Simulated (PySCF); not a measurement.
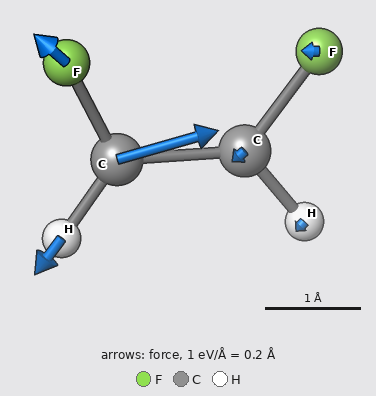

Starting geometry of C$_{2}$H$_{2}$F$_{2}$ with the computed forces as blue arrows. Style: ball-and-stick. Shown at a tilt.

The start comes from MMFF94s. Its atoms were then displaced at random by about 0.03 Å.

The calculation used PBE0-D3(BJ)/def2-SVP geometry optimisation, gas phase in PySCF 2.14.0, density-fitted response routines. 

Is this structure relaxed? If not, where do the atoms go?

It isn't relaxed: the largest force vector, on a C atom, is 5.64 eV/Å. The final displacements follow the starting forces only in part (cosine between the two patterns 0.53). The energy falls by 6.97 kcal/mol in 8 geometry steps. The atom that moves furthest after the best rigid fit is an H atom (0.10 Å). By element the largest moves are H 0.10 Å, C 0.08 Å, F 0.07 Å. Near-neighbour distances that change, for instance: C–H 1.033 → 1.093 Å, C–C 1.370 → 1.330 Å, C–F 1.284 → 1.325 Å, C–F 1.339 → 1.325 Å. Among the angles between lasting bonds that change: F–C–H 107.0° → 115.0°, C–C–F 115.7° → 123.2°, C–C–H 127.0° → 121.8°. Cost: 5.4 s on 1 thread of AMD EPYC 9B45, on a shared host.
